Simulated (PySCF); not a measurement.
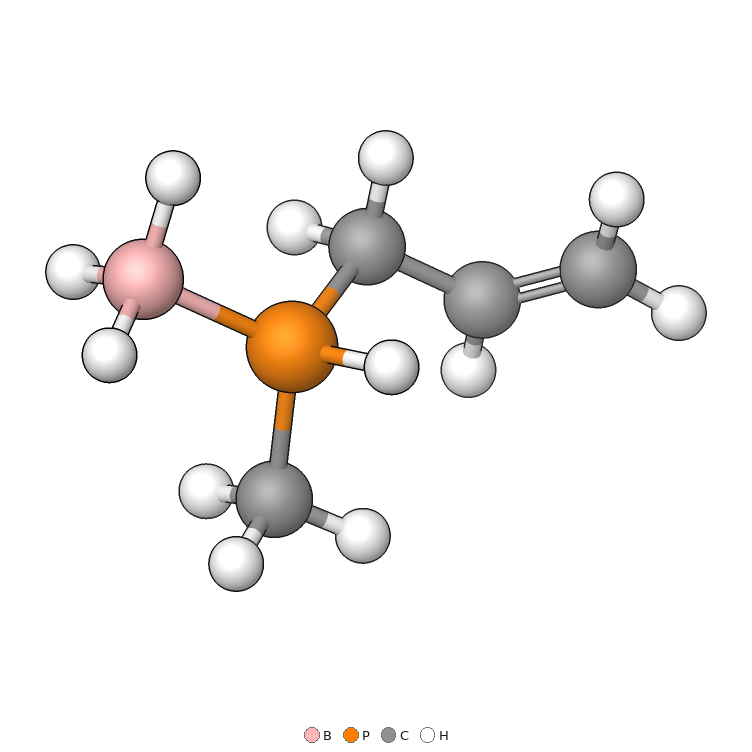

The picture shows a molecular structure as a ball-and-stick model. Double and triple bonds are drawn as two and three sticks.

Identify the structure.

Formula C4H12BP. SMILES: `[BH3-][P@@H+](C)CC=C`. It has no ring. Among its groups: alkene, B–H bond. This geometry has C1 symmetry. Coordination: 1 B tetrahedral; 1 P tetrahedral; 2 C tetrahedral; 2 C trigonal planar.

More results for the same structure follow; atom numbers are the same in all pictures, views and colours differ. The computed structure is the end point of a PBE0-D3(BJ)/def2-SVP optimisation. No frequency run is at hand to confirm it as a minimum.

### Electronic properties

No frequency run is at hand to confirm it as a minimum. Level of theory: CAM-B3LYP/def2-SVPD in acetonitrile (IEF-PCM) (PySCF 2.14.0). Excitations: vertical, linear response.

What does the calculation give?

- dipole moment: 6.45 D
- HOMO energy (Kohn–Sham orbital): −8.76 eV
- LUMO energy (Kohn–Sham orbital): 0.98 eV
- HOMO–LUMO gap: 9.74 eV
- mean static polarisability: 130.6 bohr³
- lowest vertical singlet excitation: 6.87 eV
- its oscillator strength: 0.625

### Charges

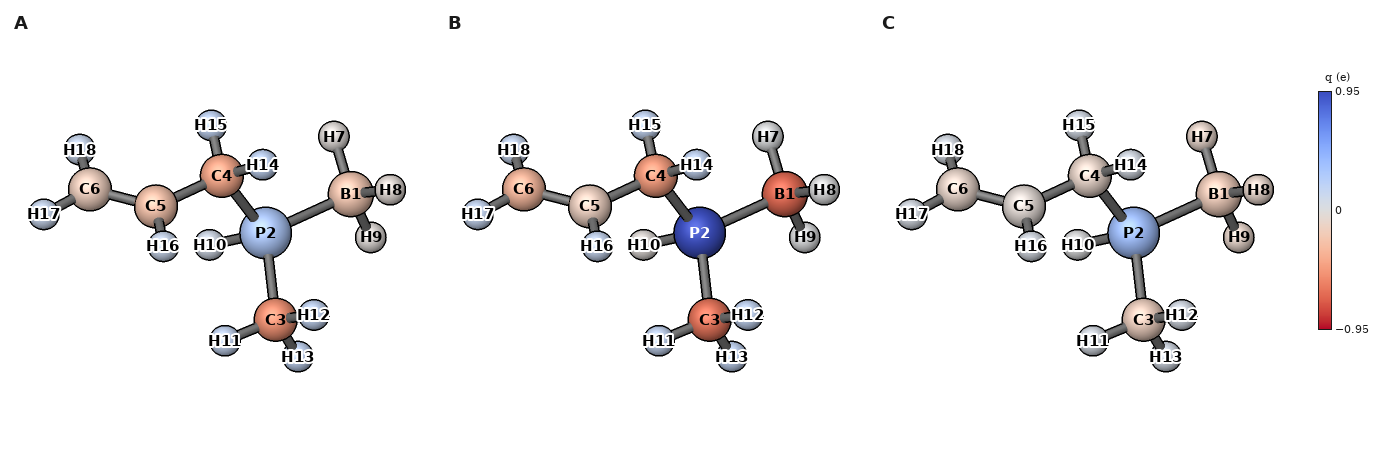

Atomic charges of one calculation by 3 schemes, on one colour scale. No frequency run is at hand to confirm it as a minimum. Computed with PBE0/pcSseg-1 (PySCF 2.14.0).

Question: The schemes are Hirshfeld, IAO, Mulliken. Which panel shows which?

Answer: A Mulliken, B IAO, C Hirshfeld.

List the charges (e), one line for each set of equivalent atoms.

```json
{"atom": "B1", "Mulliken": "−0.21", "IAO": "−0.67", "Hirshfeld": "−0.16"}
{"atom": "P2", "Mulliken": "0.29", "IAO": "0.93", "Hirshfeld": "0.36"}
{"atom": "C3", "Mulliken": "−0.50", "IAO": "−0.63", "Hirshfeld": "−0.14"}
{"atom": "C4", "Mulliken": "−0.40", "IAO": "−0.46", "Hirshfeld": "−0.10"}
{"atom": "C5", "Mulliken": "−0.24", "IAO": "−0.14", "Hirshfeld": "−0.04"}
{"atom": "C6", "Mulliken": "−0.15", "IAO": "−0.31", "Hirshfeld": "−0.10"}
{"atom": "H7", "Mulliken": "−0.03", "IAO": "0.01", "Hirshfeld": "−0.09"}
{"atom": "H8", "Mulliken": "−0.04", "IAO": "0.00", "Hirshfeld": "−0.09"}
{"atom": "H9", "Mulliken": "−0.03", "IAO": "0.01", "Hirshfeld": "−0.09"}
{"atom": "H10", "Mulliken": "0.08", "IAO": "−0.03", "Hirshfeld": "0.01"}
{"atom": "H11", "Mulliken": "0.16", "IAO": "0.16", "Hirshfeld": "0.05"}
{"atom": "H12", "Mulliken": "0.17", "IAO": "0.17", "Hirshfeld": "0.06"}
{"atom": "H13", "Mulliken": "0.17", "IAO": "0.17", "Hirshfeld": "0.06"}
{"atom": "H14", "Mulliken": "0.18", "IAO": "0.17", "Hirshfeld": "0.06"}
{"atom": "H15", "Mulliken": "0.18", "IAO": "0.17", "Hirshfeld": "0.06"}
{"atom": "H16", "Mulliken": "0.12", "IAO": "0.14", "Hirshfeld": "0.05"}
{"atom": "H17", "Mulliken": "0.13", "IAO": "0.15", "Hirshfeld": "0.05"}
{"atom": "H18", "Mulliken": "0.12", "IAO": "0.15", "Hirshfeld": "0.05"}
```

### NMR shielding

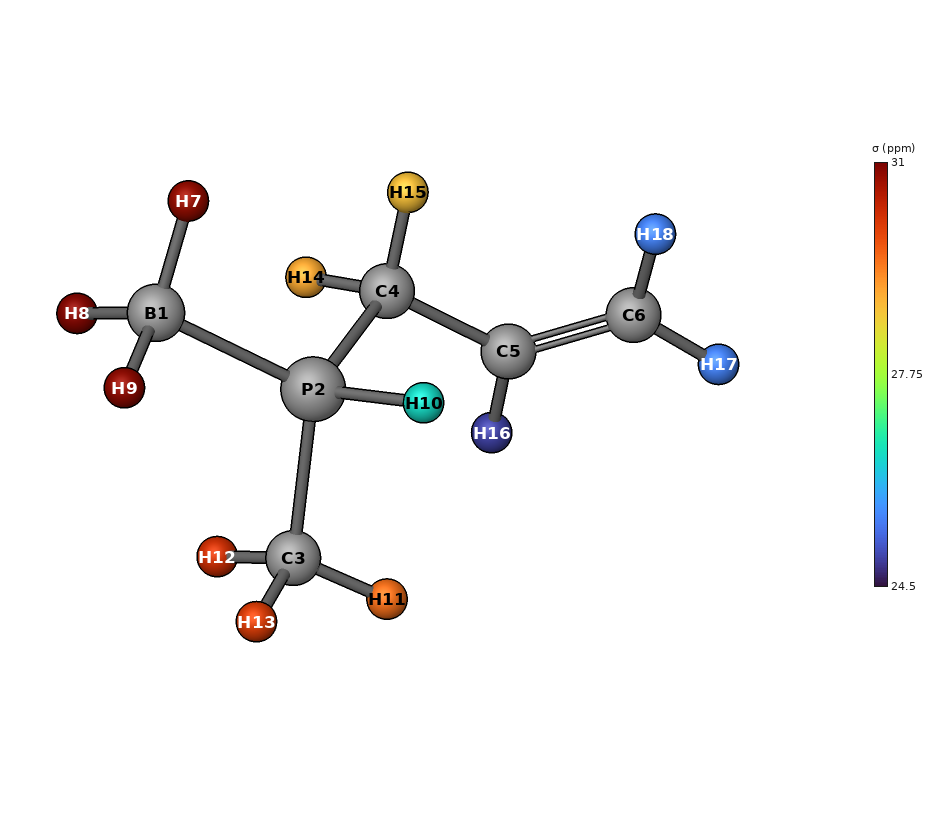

Atoms are coloured by their isotropic NMR shieldings (H only, the others grey). No frequency run is at hand to confirm it as a minimum. Properties computed with GIAO PBE0/pcSseg-1 NMR shielding, non-relativistic, IEF-PCM water (PySCF 2.14.0).

Question: Which H atom is the most shielded (lowest chemical shift)?

Answer: H8 (30.88 ppm).

Question: Which H atom is the least shielded (highest chemical shift)?

Answer: H16 (24.95 ppm).

Question: How wide is the range of H shifts?

Answer: 5.93 ppm.

List the isotropic NMR shieldings of the H atoms.

```json
{"atom": "H7", "σ (ppm)": "30.76"}
{"atom": "H8", "σ (ppm)": "30.88"}
{"atom": "H9", "σ (ppm)": "30.80"}
{"atom": "H10", "σ (ppm)": "26.52"}
{"atom": "H11", "σ (ppm)": "29.48"}
{"atom": "H12", "σ (ppm)": "30.17"}
{"atom": "H13", "σ (ppm)": "30.01"}
{"atom": "H14", "σ (ppm)": "28.97"}
{"atom": "H15", "σ (ppm)": "28.75"}
{"atom": "H16", "σ (ppm)": "24.95"}
{"atom": "H17", "σ (ppm)": "25.58"}
{"atom": "H18", "σ (ppm)": "25.57"}
```

### Core levels

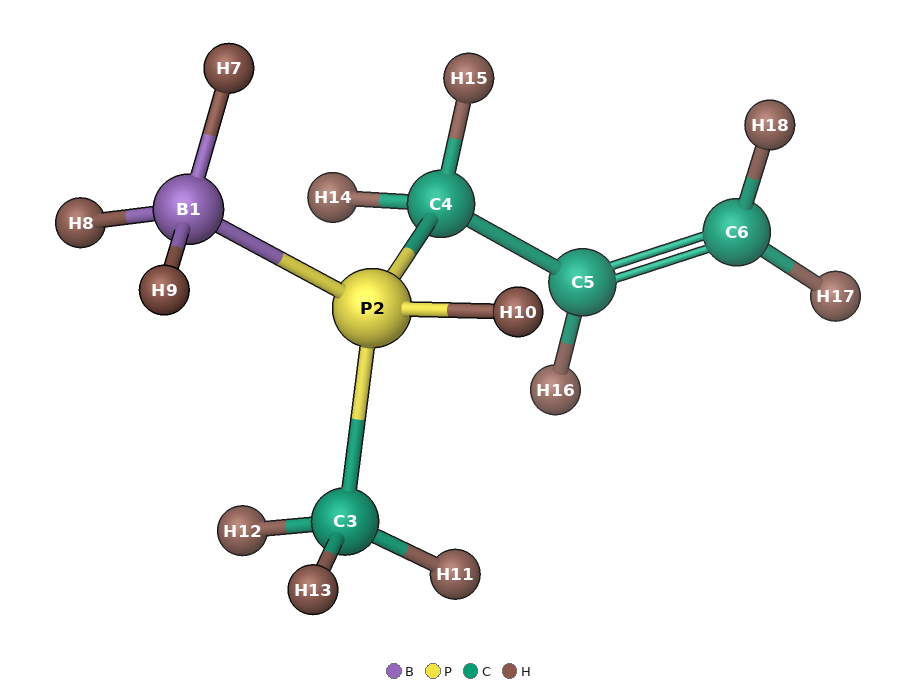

No frequency run is at hand to confirm it as a minimum. Level of theory: delta-SCF UKS SCAN, pcX-2 on the ionised atom, pcseg-1 elsewhere, spin-free X2C (PySCF 2.14.0).

Give the core-electron binding energies (to vacuum; p and d levels without spin–orbit splitting) of B1 1s, P2 1s, P2 2p, C3 1s, C4 1s, C5 1s, C6 1s.

| atom | level | binding energy (eV) |
| --- | --- | --- |
| B1 | 1s | 193.1 |
| P2 | 1s | 2150.9 |
| P2 | 2p | 137.6 |
| C3 | 1s | 291.2 |
| C4 | 1s | 291.2 |
| C5 | 1s | 291.1 |
| C6 | 1s | 290.5 |

Mulliken values depend strongly on the basis set and can even reverse the polarity of a bond.
